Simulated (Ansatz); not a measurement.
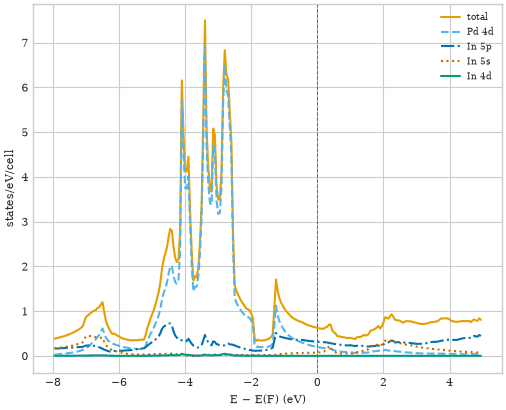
Total and projected density of states of InPd (CsCl type, Pm-3m), r²SCAN (plane waves, PAW; program Ansatz)

Which orbitals carry the states next to the Fermi level?

Within 0.5 eV of the Fermi level: In 5p 48 %, Pd 4d 32 %, In 5s 15 %. Projections are on Löwdin-orthogonalised atomic valence shells; empty p or d shells of many metals are not among them.

Where is the tallest occupied peak in this window, and what makes it?

Near -3.4 eV, about 7.5 states/eV per cell; the largest projected share is Pd 4d.

The cell was relaxed with r²SCAN under the symmetry of its start; of distortions, only those at the zone centre were tested. No spin polarisation was allowed. Scalar-relativistic: spin–orbit coupling is off unless named, which matters more the heavier the elements.

Potentials: the later of the program's two PAW sets.
